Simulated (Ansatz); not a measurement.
# GeH+ (triplet): one geometry, many settings

What do other methods and options give for GeH+ (triplet) at this geometry, and how long do they take?

The runs use Ansatz 0.2.0, Gaussian basis; the settings change from run to run.

8 further runs of the same task are left out: 4 that didn't finish, 4 set aside as unsound or not needed.

## Step 1: The system

The geometry is a PBE0/def2-TZVP stationary point (not a proven minimum) of the parent state, kept for this charge and spin. No spin-orbit coupling is included. The filled d shell of Ge may be among the frozen orbitals whatever the setting's name suggests; the logs give the count.

2 atoms, charge 1, spin multiplicity 3.

Atoms are counted from 1 here; the program's logs count them from 0.

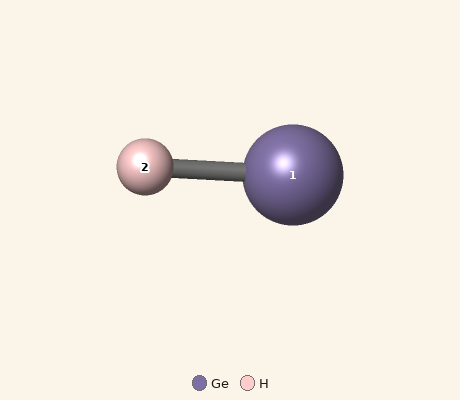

The geometry (germanium purple, hydrogen pink); atoms are numbered from 1 in the order of the file.

## Step 2: MP2 on ROHF/def2-SVPD

Input file in.yaml:

```yaml
crystal:
  periodic: [false, false, false]
  atoms:
    - {symbol: Ge, position_ang: [0.000000, 0.000000, 0.000000]}
    - {symbol: H, position_ang: [0.000000, 0.000000, 1.588631]}
basis:
  gaussian: {orbitals: def2-SVPD}
total_charge: 1
magnetization: {spin_polarized: false, initial_magnetization: 2}
correlation: {method: mp2, electrons: outside_noble_gas}
```

Started as:

```sh
$ ansatz run in.yaml --threads 1 --pin off --events-out ev --progress --plain --max-ram 2393MiB
```

The log of the run:

```text
Functional definition: HF
  name "HF"
  cite "Fock, Z. Phys. 61, 126 (1930) doi:10.1007/BF01340294"
  parent pbe
  exchange = exact_x
  correlation = 0
445 factors; integrals over basis functions are off by at most 1.3e-3 eV
mean field evaluation 1: about -56471.2960 eV, gradient 6.6e0 eV
mean field evaluation 2: about -56471.2973 eV, gradient 6.5e0 eV
mean field evaluation 4: about -56471.5947 eV, gradient 8.1e-1 eV
mean field evaluation 8: about -56471.6175 eV, gradient 2.9e-1 eV
mean field evaluation 16: about -56471.2235 eV, gradient 5.5e0 eV
mean field -56471.62293341 eV, -2075.2938649619 hartree, gradient 2.0e-6 eV, S^2 2.000000; 2 other end points of the search recorded, 0 dependent functions left out
mean field evaluation 32: about -56471.3755 eV, gradient 6.3e0 eV
14 core orbitals not correlated: weight in the atoms' cores, before any rotation towards them, 1.000 or more for the frozen orbitals, at most 0.000 for the correlated occupied ones
reference -56471.62293341 eV, -2075.2938649619 hartree; 3, 1 occupied and 29, 31 virtual orbitals, 445 factors
second order -1.14444840 eV of doubles, -0.07422228 eV of singles
Total energy: -56472.84160409 eV, -2075.3386502833 hartree
```

Run time: 0.99 s. Hardware: 1 thread of Intel Xeon Platinum 8259CL at 2.50GHz, shared host.

## Step 3: HF/6-31G

Input file in.yaml:

```yaml
crystal:
  periodic: [false, false, false]
  atoms:
    - {symbol: Ge, position_ang: [0.000000, 0.000000, 0.000000]}
    - {symbol: H, position_ang: [0.000000, 0.000000, 1.588631]}
basis:
  gaussian: {orbitals: 6-31G}
total_charge: 1
magnetization: {spin_polarized: false, initial_magnetization: 2}
hamiltonian: {xc: hf}
scf: {lower_state_search: light}
output: {orbitals: {seedname: orbitals}}
```

Same command.

The log of the run:

```text
Functional definition: HF
  name "HF"
  cite "Fock, Z. Phys. 61, 126 (1930) doi:10.1007/BF01340294"
  parent pbe
  exchange = exact_x
  correlation = 0
282 factors; integrals over basis functions are off by at most 6.0e-4 eV
mean field evaluation 1: about -56469.3902 eV, gradient 5.8e0 eV
mean field evaluation 2: about -56469.3917 eV, gradient 5.8e0 eV
mean field evaluation 4: about -56469.6353 eV, gradient 8.0e-1 eV
mean field evaluation 8: about -56469.6595 eV, gradient 1.1e-2 eV
mean field evaluation 16: about -56469.6595 eV, gradient 2.5e-5 eV
mean field -56469.65948445 eV, -2075.2217095437 hartree, gradient 2.5e-5 eV, S^2 2.000000; 0 other end points of the search recorded, 0 dependent functions left out
reference -56469.65948445 eV, -2075.2217095437 hartree; 17, 15 occupied and 14, 16 virtual orbitals, 282 factors
Total energy: -56469.65948445 eV, -2075.2217095437 hartree
```

It took 0.36 s on 1 thread of Intel Xeon Platinum 8259CL at 2.50GHz, shared host.

## Step 4: MP2 on UHF/def2-mTZVP

Input file in.yaml:

```yaml
crystal:
  periodic: [false, false, false]
  atoms:
    - {symbol: Ge, position_ang: [0.000000, 0.000000, 0.000000]}
    - {symbol: H, position_ang: [0.000000, 0.000000, 1.588631]}
basis:
  gaussian: {orbitals: def2-mTZVP}
total_charge: 1
magnetization: {spin_polarized: true, initial_magnetization: 2}
correlation: {method: mp2, electrons: outside_noble_gas}
```

Same command.

The log of the run:

```text
Functional definition: HF
  name "HF"
  cite "Fock, Z. Phys. 61, 126 (1930) doi:10.1007/BF01340294"
  parent pbe
  exchange = exact_x
  correlation = 0
375 factors; integrals over basis functions are off by at most 5.4e-4 eV
mean field evaluation 1: about -56478.4174 eV, gradient 6.7e0 eV
mean field evaluation 2: about -56478.4174 eV, gradient 6.7e0 eV
mean field evaluation 4: about -56478.8052 eV, gradient 1.4e0 eV
mean field evaluation 8: about -56478.8293 eV, gradient 1.2e-3 eV
mean field evaluation 16: about -56478.8287 eV, gradient 2.5e-1 eV
mean field -56478.82933991 eV, -2075.5586955161 hartree, gradient 2.5e-6 eV, S^2 2.023460; 2 other end points of the search recorded, 0 dependent functions left out
14 core orbitals not correlated: weight in the atoms' cores, before any rotation towards them, 1.000 or more for the frozen orbitals, at most 0.000 for the correlated occupied ones
reference -56478.82933991 eV, -2075.5586955161 hartree; 3, 1 occupied and 22, 24 virtual orbitals, 375 factors
second order -0.96941475 eV of doubles, -0.00000000 eV of singles
Total energy: -56479.79875466 eV, -2075.5943208512 hartree
```

Run time: 0.58 s. Hardware: 1 thread of Intel Xeon Platinum 8259CL at 2.50GHz, shared host.

From the report: ⟨S²⟩ of the determinant 2.023 (pure triplet: 2.00).

## Step 5: CCSD(T) on ROHF/6-31G*

Input file in.yaml:

```yaml
crystal:
  periodic: [false, false, false]
  atoms:
    - {symbol: Ge, position_ang: [0.000000, 0.000000, 0.000000]}
    - {symbol: H, position_ang: [0.000000, 0.000000, 1.588631]}
basis:
  gaussian: {orbitals: "6-31G*"}
total_charge: 1
magnetization: {spin_polarized: false, initial_magnetization: 2}
correlation: {method: ccsd_t, electrons: valence}
```

Same command.

The log of the run, shortened:

```text
Functional definition: HF
  name "HF"
  cite "Fock, Z. Phys. 61, 126 (1930) doi:10.1007/BF01340294"
  parent pbe
[...]
342 factors; integrals over basis functions are off by at most 4.7e-4 eV
[...]
mean field -56470.96237600 eV, -2075.2695899250 hartree, gradient 2.8e-6 eV, S^2 2.000000; 3 other end points of the search recorded, 0 dependent functions left out
9 core orbitals not correlated: weight in the atoms' cores, before any rotation towards them, 1.000 or more for the frozen orbitals, at most 0.000 for the correlated occupied ones
reference -56470.96237600 eV, -2075.2695899250 hartree; 8, 6 occupied and 20, 22 virtual orbitals, 342 factors
second order -5.61269060 eV of doubles, -0.08498507 eV of singles
cycle   1  -5.43736341 eV  change    2.6e-1 eV  update   6.6e-2
[...]
cycle   9  -5.73715405 eV  change    2.3e-6 eV  update   1.4e-5
perturbative correction -0.09214334 eV, -0.0033862054 hartree
Total energy: -56476.79167339 eV, -2075.4838126528 hartree
```

It took 1.5 s on 1 thread of Intel Xeon Platinum 8259CL at 2.50GHz, shared host.

From the report: correlation -5.8293 eV; T1 0.024; largest double amplitude 0.10.

## Step 6: CASSCF(4,7)/def2-SVP

Input file in.yaml:

```yaml
crystal:
  periodic: [false, false, false]
  atoms:
    - {symbol: Ge, position_ang: [0.000000, 0.000000, 0.000000]}
    - {symbol: H, position_ang: [0.000000, 0.000000, 1.588631]}
basis:
  gaussian: {orbitals: def2-SVP}
total_charge: 1
magnetization: {spin_polarized: false, initial_magnetization: 2}
correlation: {active_space: {window: {electrons: 4, orbitals: 7}, states: [{multiplicity: 3, weights: [1, 1]}]}}
```

Same command.

The log of the run, shortened:

```text
Functional definition: HF
  name "HF"
  cite "Fock, Z. Phys. 61, 126 (1930) doi:10.1007/BF01340294"
  parent pbe
[...]
554 factors; integrals over basis functions are off by at most 1.1e-7 eV
[...]
mean field -56471.59787775 eV, -2075.2929441833 hartree, gradient 2.0e-6 eV, S^2 2.000000; 2 other end points of the search recorded, 0 dependent functions left out
reference -56471.59787775 eV, -2075.2929441833 hartree; 17, 15 occupied and 20, 22 virtual orbitals, 554 factors
state -56472.60015570 eV, -2075.3297772187 hartree
state -56472.60015570 eV, -2075.3297772186 hartree
[...]
Total energy: -56472.60015570 eV, -2075.3297772187 hartree
```

Run time: 11 s. Hardware: 1 thread of Intel Xeon Platinum 8259CL at 2.50GHz, shared host.

From the report: 441 determinants; active occupations (of the averaged states) 1.95, 1.00, 0.51, 0.51, 0.03, 0.00, 0.00.

## Step 7: All runs side by side

```csv
level,correlated,functions,energy (eV),time
MP2 on ROHF/def2-SVPD,outside noble gas,46,-56472.8416,0.99 s
HF/6-31G,,31,-56469.6595,0.36 s
MP2 on UHF/def2-mTZVP,outside noble gas,39,-56479.7988,0.58 s
CCSD(T) on ROHF/6-31G*,valence,37,-56476.7917,1.5 s
"CASSCF(4,7)/def2-SVP (mean of several states)",,37,-56472.6002,11 s
```

## Step 8: Outcome

| quantity | value |
| --- | --- |
| runs | 5 |
| quickest | HF/6-31G, 0.36 s |
| slowest | CASSCF(4,7)/def2-SVP (mean of several states), 11 s |

**Reading.** Total energies in different bases, with other cores or another treatment of relativity can't be set against each other. CASSCF(4,7)/def2-SVP (mean of several states) took 31 times as long as HF/6-31G; the jobs differ in more than the method.
